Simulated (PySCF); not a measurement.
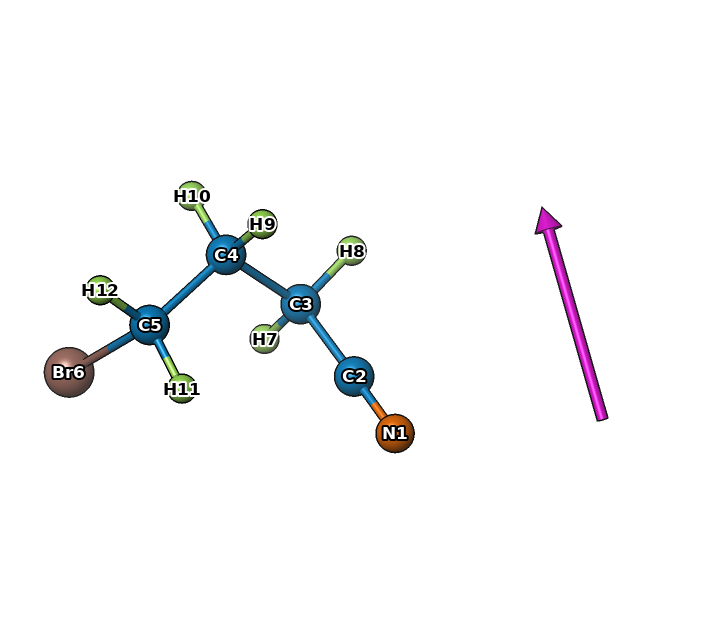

The arrow beside the molecule shows the direction of the dipole moment, from the negative to the positive end (its length means nothing). The geometry was computed by an optimisation with GFN2-xTB. No frequency run is at hand to confirm it as a minimum. Method: ωB97X-D/def2-SVPD, gas phase (PySCF 2.14.0).

How large is the dipole moment?

3.68 D; it points from the side of N1 to the side of H10 (the outermost atoms at the two ends).

The geometry is semi-empirical. Around Br such bond lengths and angles can be off by a tenth of an ångström or more and by several degrees, and values that hang on the shape move with them.
